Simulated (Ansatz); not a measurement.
# ClGeH7Si2: one species, many methods

How much do the methods differ for ClGeH7Si2? The plan is to run it at one geometry with functionals of several rungs and with coupled cluster, and see how far each lands from CCSD(T) at the basis-set limit for the atomisation energy.

Program: Ansatz 0.2.0, Gaussian basis. Level of theory: functionals in def2-TZVPP, the program's frozen cores in correlated methods. These are calculated values, not measurements.

Plan: PBE-D4, r2SCAN-D4, PBE0-D4, B3LYP-D4, ωB97X-V, ωB97M-V, B2PLYP; CCSD(T)/def2-TZVPP; MP2/def2-QZVPP; extrapolation to the limit.

### Step 1. The relaxed structure

All runs share one geometry, relaxed beforehand with PBE0-D4 in a triple-zeta def2 set.

SMILES `Cl[SiH2][SiH2][GeH3]`, 11 atoms, charge 0, spin multiplicity 1.

Atoms are counted from 1 here; the program's logs count them from 0.

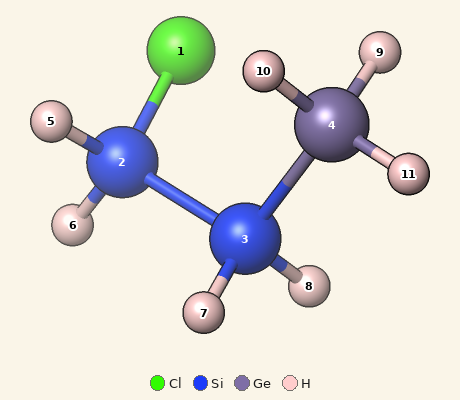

The structure; chlorine green, silicon blue, germanium purple, hydrogen pink; atoms are numbered from 1 in the order of the file.

### Step 2. PBE-D4 (GGA)

The input, in.yaml:

```yaml
crystal:
  periodic: [false, false, false]
  atoms:
    - {symbol: Cl, position_ang: [-2.122112, 1.852658, 0.384369]}
    - {symbol: Si, position_ang: [-0.093730, 1.783176, 0.770869]}
    - {symbol: Si, position_ang: [0.566517, -0.456625, 0.756128]}
    - {symbol: Ge, position_ang: [-0.140092, -1.473680, -1.276671]}
    - {symbol: H, position_ang: [0.593504, 2.552908, -0.297314]}
    - {symbol: H, position_ang: [0.139641, 2.454480, 2.074662]}
    - {symbol: H, position_ang: [2.049646, -0.527160, 0.881107]}
    - {symbol: H, position_ang: [-0.043174, -1.154071, 1.920959]}
    - {symbol: H, position_ang: [-1.672961, -1.481172, -1.359093]}
    - {symbol: H, position_ang: [0.417183, -0.686233, -2.473740]}
    - {symbol: H, position_ang: [0.371077, -2.921281, -1.360575]}
basis:
  gaussian: {orbitals: def2-TZVPP}
hamiltonian: {xc: pbe, dispersion: d4}
output: {forces: true, orbitals: {seedname: orbitals}}
```

Command:

```
ansatz run in.yaml --threads 4 --pin off --events-out ev --progress --plain --max-ram 10444MiB
```

The runs that follow: r2SCAN-D4 (meta-GGA); PBE0-D4 (hybrid); B3LYP-D4 (hybrid); ωB97X-V (range-separated); ωB97M-V (range-separated); B2PLYP (double hybrid); CCSD(T) in def2-TZVPP; MP2 in def2-QZVPP.

Q: Predict the results of all the runs planned. Wanted: atomisation energy, CCSD(T)/CBS; farthest; mean size of error, hybrid; mean size of error, range-separated; gap, smallest and largest; T1 diagnostic; triples share of the correlation energy.

**Answer**, as computed:

| quantity | value |
| --- | --- |
| atomisation energy, CCSD(T)/CBS | 3103.6 kJ/mol |
| functionals within 31.0 kJ/mol (1.0 %) | r2SCAN-D4, ωB97X-V, ωB97M-V |
| farthest | B2PLYP (-74.6 kJ/mol) |
| mean size of error, hybrid | 41.0 kJ/mol |
| mean size of error, range-separated | 22.4 kJ/mol |
| gap, smallest and largest | 5.36 eV (PBE-D4), 11.55 eV (ωB97X-V) |
| T1 diagnostic | 0.0117 |
| triples share of the correlation energy | 3.6 % |

In words: PBE-D4 misses by -51.9 kJ/mol. Double hybrids carry the basis error of their MP2 part in triple zeta, and no dispersion term here, so their miss is partly the set-up's. Misses under about 31.0 kJ/mol are within the doubt on the reference itself, which lacks core-valence correlation, relativity and higher excitations, and its outer-core shells are covered unevenly. Hartree-Fock recovers 75 % of the binding; the rest is correlation. Orbital gaps span 5.4 to 11.5 eV; exact exchange widens them. Correlated methods include outer-core shells of Ge, which these sets cover unevenly.
